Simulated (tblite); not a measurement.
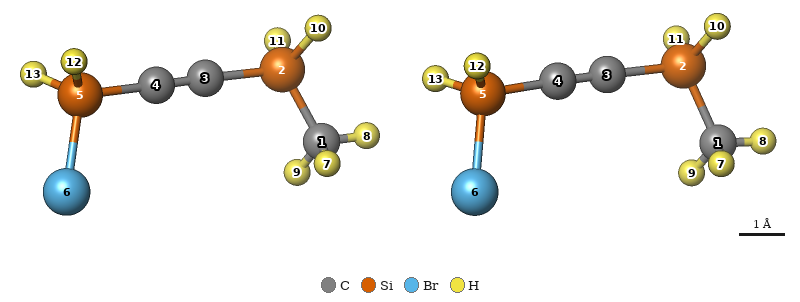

Two geometries of C$_{3}$H$_{7}$BrSi$_{2}$, drawn at one scale. One is the start of a relaxation, the other its converged end. The picture is a ball-and-stick view, seen at a tilt.

Computed with GFN2-xTB geometry optimisation, gas phase (tblite). 

Which of the two is the end point?

The right one is the relaxed one. After 50 geometry steps the energy has fallen by 3.01 kcal/mol. Br6 moves most after the best rigid fit: 0.19 Å. Largest moves by element: Br 0.19 Å, H 0.15 Å, C 0.10 Å, Si 0.09 Å. Near-neighbour distances that change, for instance: C1–Si2 1.836 → 1.896 Å, Si2–H10 1.500 → 1.468 Å, Si2–C3 1.885 → 1.857 Å, C4–Si5 1.866 → 1.840 Å. Among the angles between lasting bonds that change: H12–Si5–H13 109.0° → 114.9°, C1–Si2–C3 112.2° → 107.4°, H10–Si2–H11 106.9° → 111.3°. Cost: 0.62 s on 1 thread of Arm Neoverse N1, on a shared host.
